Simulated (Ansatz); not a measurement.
**AlH4+ (singlet): trial inputs and their diagnosis at distance Al1–H5 = 5.249 Å**

3 inputs are run for AlH4+ (singlet) as typed; the log has to tell whether the result can be used and what must change.

Program: Ansatz 0.2.0, Gaussian basis. Level of theory: the settings change from run to run. These are calculated values, not measurements.

47 further runs of the same task are left out: 33 for a known fault of the program, 9 that didn't finish, 5 set aside as unsound or not needed.

## Step 1: The system

The geometry derives from a PBE0/def2-TZVP stationary point (not a proven minimum). One bond is set to the value named and the two fragments are kept rigid.

5 atoms, charge 1, spin multiplicity 1.

Atoms are counted from 1 here; the program's logs count them from 0.

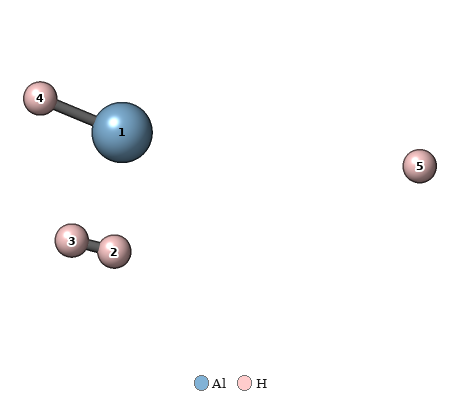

The geometry (aluminium light blue, hydrogen pink); atoms are numbered from 1 in the order of the file.

Geometry (Å):

```
atom    x (Å)     y (Å)     z (Å)
 Al1  0.00000   0.11898  -0.10189
  H2  0.00000  -0.26581   1.93916
  H3  0.00000   0.50377   1.93916
  H4  0.00000   1.65592  -0.31804
  H5  0.00001  -5.07887  -0.83290
```

## Step 2: Attempt 1

File in.yaml:

```yaml
crystal:
  periodic: [false, false, false]
  atoms:
    - {symbol: Al, position_ang: [0.000000, 0.118981, -0.101886]}
    - {symbol: H, position_ang: [0.000000, -0.265812, 1.939164]}
    - {symbol: H, position_ang: [-0.000001, 0.503774, 1.939164]}
    - {symbol: H, position_ang: [-0.000002, 1.655916, -0.318037]}
    - {symbol: H, position_ang: [0.000007, -5.078867, -0.832903]}
basis:
  gaussian: {orbitals: def2-mTZVP}
total_charge: 1
correlation: {method: sc_nevpt2, electrons: all, active_space: {window: {electrons: 3, orbitals: 2}}}
accuracy: high
```

Command:

```console
$ ansatz run in.yaml --threads 1 --pin off --events-out ev --progress --plain --max-ram 2393MiB
```

The log of the run:

```text
Functional definition: HF
  name "HF"
  cite "Fock, Z. Phys. 61, 126 (1930) doi:10.1007/BF01340294"
  parent pbe
  exchange = exact_x
  correlation = 0
625 factors; integrals over basis functions are off by at most 3.9e-9 eV
mean field evaluation 1: about -6627.0713 eV, gradient 1.0e1 eV
mean field evaluation 2: about -6627.0691 eV, gradient 1.0e1 eV
mean field evaluation 4: about -6622.4261 eV, gradient 2.0e1 eV
mean field evaluation 8: about -6630.0575 eV, gradient 4.1e-1 eV
mean field evaluation 16: about -6629.6577 eV, gradient 2.4e0 eV
mean field evaluation 32: about -6621.5527 eV, gradient 1.6e-2 eV
mean field evaluation 64: about -6621.5527 eV, gradient 3.1e-8 eV
mean field -6630.05913750 eV, -243.6501792878 hartree, gradient 4.3e-8 eV, S^2 0.000000; 5 other end points of the search recorded, 0 dependent functions left out; unrestricted orbitals would lower it
reference -6630.05913750 eV, -243.6501792878 hartree; 8, 8 occupied and 26, 26 virtual orbitals, 625 factors
Error: 3 electrons in 2 orbitals form no window around the highest filled level of the reference
```

It took 0.34 s on 1 thread of Arm Neoverse V2, shared host.

Diagnosis: The run stopped with an error. The active window can't be built from these electrons and orbitals. Cure: choose counts that fit the spin, the electrons and the basis.

## Step 3: Attempt 2

File in.yaml:

```yaml
crystal:
  periodic: [false, false, false]
  atoms:
    - {symbol: Al, position_ang: [0.000000, 0.118981, -0.101886]}
    - {symbol: H, position_ang: [0.000000, -0.265812, 1.939164]}
    - {symbol: H, position_ang: [-0.000001, 0.503774, 1.939164]}
    - {symbol: H, position_ang: [-0.000002, 1.655916, -0.318037]}
    - {symbol: H, position_ang: [0.000007, -5.078867, -0.832903]}
basis:
  gaussian: {orbitals: STO-3G}
total_charge: 1
correlation: {method: sc_nevpt2, electrons: outside_noble_gas, active_space: {window: {electrons: 3, orbitals: 2}}}
scf: {lower_state_search: off}
```

Launched as before.

The log of the run:

```text
Functional definition: HF
  name "HF"
  cite "Fock, Z. Phys. 61, 126 (1930) doi:10.1007/BF01340294"
  parent pbe
  exchange = exact_x
  correlation = 0
these checks for a lower state are left out or cut short: stability, starts, cluster_reference, orbital_swaps, neighbouring_geometries, increment
136 factors; integrals over basis functions are off by at most 7.3e-5 eV
mean field evaluation 1: about -6546.0953 eV, gradient 9.5e0 eV
mean field evaluation 2: about -6546.1042 eV, gradient 9.4e0 eV
mean field evaluation 4: about -6546.5808 eV, gradient 5.1e0 eV
mean field evaluation 8: about -6546.6956 eV, gradient 5.3e0 eV
mean field evaluation 16: about -6550.1023 eV, gradient 8.9e-6 eV
mean field -6550.10230887 eV, -240.7118200322 hartree, gradient 8.9e-6 eV, S^2 0.000000; 0 other end points of the search recorded, 0 dependent functions left out
reference -6550.10230887 eV, -240.7118200322 hartree; 8, 8 occupied and 5, 5 virtual orbitals, 136 factors
Error: 3 electrons in 2 orbitals form no window around the highest filled level of the reference
```

It took 0.06 s on 1 thread of Arm Neoverse V2, shared host.

Diagnosis: The run stopped with an error. The active window can't be built from these electrons and orbitals. Cure: choose counts that fit the spin, the electrons and the basis.

## Step 4: Attempt 3

File in.yaml:

```yaml
crystal:
  periodic: [false, false, false]
  atoms:
    - {symbol: Al, position_ang: [0.000000, 0.118981, -0.101886]}
    - {symbol: H, position_ang: [0.000000, -0.265812, 1.939164]}
    - {symbol: H, position_ang: [-0.000001, 0.503774, 1.939164]}
    - {symbol: H, position_ang: [-0.000002, 1.655916, -0.318037]}
    - {symbol: H, position_ang: [0.000007, -5.078867, -0.832903]}
basis:
  gaussian: {orbitals: "6-31G*"}
total_charge: 1
correlation: {method: fic_mrcisd_q, electrons: all, active_space: {window: {electrons: 2, orbitals: 2}}}
magnetization: {spin_polarized: true, initial_magnetization: 0}
```

The command is unchanged.

The log of the run:

```text
Error: invalid value for `correlation.active_space`: it starts from restricted Hartree–Fock orbitals; set hamiltonian.xc: hf without magnetization.spin_polarized
```

It took 0.03 s on 1 thread of Arm Neoverse V2, shared host.

Diagnosis: The run was refused. An active space is asked on unrestricted orbitals. Cure: drop spin_polarized: true.

## Step 5: How the runs ended

```
attempt                   level                ended                                                               cause    time
      1  NEVPT2(3,2)/def2-mTZVP  stopped by an error  the active window can't be built from these electrons and orbitals  0.34 s
      2      NEVPT2(3,2)/STO-3G  stopped by an error  the active window can't be built from these electrons and orbitals  0.06 s
      3    MRCISD+Q(2,2)/6-31G*              refused                   an active space is asked on unrestricted orbitals  0.03 s
```

2 stopped by an error, 1 refused.
